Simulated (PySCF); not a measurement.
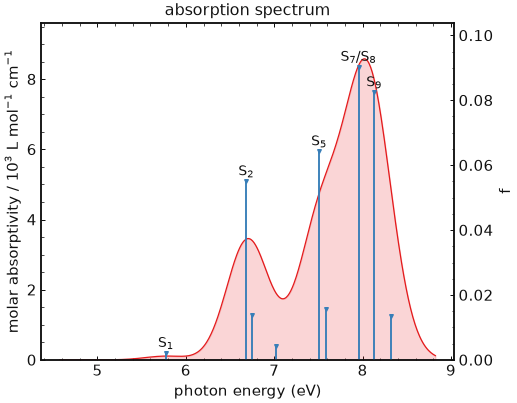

Vertical TDDFT excitations, CAM-B3LYP/def2-SVPD with PySCF 2.14.0, at a PBE0-D3(BJ)/def2-SVP geometry (no frequency check), gas phase. The lowest 10 singlet states are shown; each is broadened by a Gaussian of 1/e half-width 0.33 eV. Sticks give oscillator strengths (right axis). States within 0.01 eV of each other are merged, with their strengths summed. The highest state may be half of a pair whose partner wasn't computed.

### Whose absorption spectrum is this?
A. C₅H₉N, SMILES CC(C)(C)C#N
B. C₄H₄O₂, SMILES O=C(O)C1C=C1
C. CH₇BBrP, SMILES C[B@@H-]([PH3+])Br

B. Its lowest singlet lies at 5.78 eV (f = 0.002) and the brightest of those computed is S7/S8 at 7.95 eV (156 nm), f = 0.090, mainly HOMO/HOMO−4 → LUMO+3/LUMO.

Caveats: one conformer of a flexible molecule; core orbitals are frozen in the response.
